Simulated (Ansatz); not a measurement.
## TiB2: Ca on a Ti site

The parent structure is a 30-atom supercell of TiB$_{2}$ (space group P6/mmm, No. 191; a = 3.017 Å, c = 3.185 Å) at its relaxed geometry.

Now apply this change: a neutral Ca on a Ti site, atoms relaxed at fixed cell, starting from a slightly rattled geometry.

The values are results of PBEsol/PAW in Ansatz (a program for electronic structure), scalar-relativistic without spin-orbit coupling, not measurements. Settings: 4×4×4 k-points, 0.05 eV Fermi–Dirac smearing.

```json
[
 {"quantity": "pressure", "base": "0.0 GPa", "changed": "8.2 GPa", "shift": "+8.2 GPa"},
 {"quantity": "largest displacement of a host atom from its site in the perfect cell", "base": "–", "changed": "0.06 Å", "shift": "–"},
 {"quantity": "mean distance from the defect site to its nearest host atoms", "base": "2.36 Å", "changed": "2.41 Å", "shift": "+0.05 Å"}
]
```

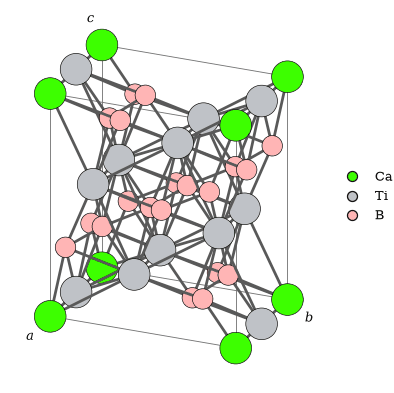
*The relaxed cell after the change*

The cell is small, so the values are those of an ordered compound at a high defect concentration; dilute-limit values will differ. The mesh was chosen for an insulator and is coarse for the gapless case. The final runs are not spin-polarised. The defect cell is not spin-polarised.
